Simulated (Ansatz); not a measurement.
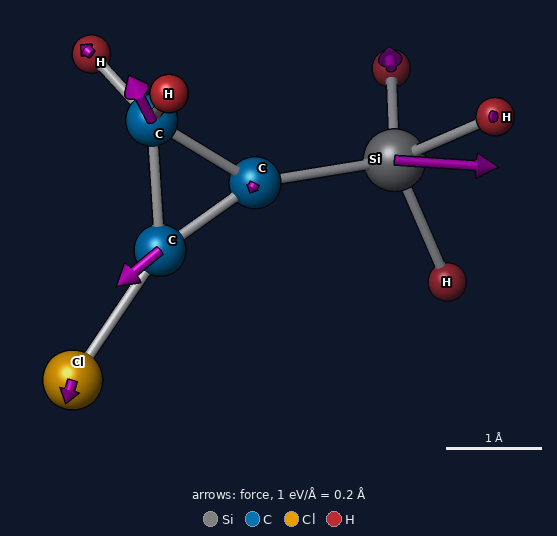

Starting geometry of C3H5ClSi (coarse preliminary run) with the computed forces as purple arrows. The picture is a ball-and-stick view, seen at a tilt.

The start comes from a force field.

These are results of RKS PBE-D4/def2-SVP (Ansatz), not measurements. Settings: force threshold 0.03 eV/Å; at most 200 steps.

> Is this structure relaxed? If not, where do the atoms go?

It isn't relaxed: the largest force vector, on the Si atom, is 5.60 eV/Å. The final displacements follow the starting forces only in part (cosine between the two patterns 0.64). After 4 geometry steps the energy has fallen by 20.6 kcal/mol. The largest force component goes from 5.6 to 0.027 eV/Å. The atom that moves furthest after the best rigid fit is the Si atom (0.17 Å). By element the largest moves are Si 0.17 Å, H 0.15 Å, C 0.13 Å, Cl 0.13 Å. Some distances before and after: C–Si 1.667 → 1.851 Å, C–C 1.455 → 1.563 Å, H–Si 1.422 → 1.505 Å, C–C 1.419 → 1.476 Å. Among the angles between lasting bonds that change: C–C–Cl 156.4° → 147.7°, Cl–C–C 138.4° → 144.5°, H–Si–H 103.8° → 109.7°.
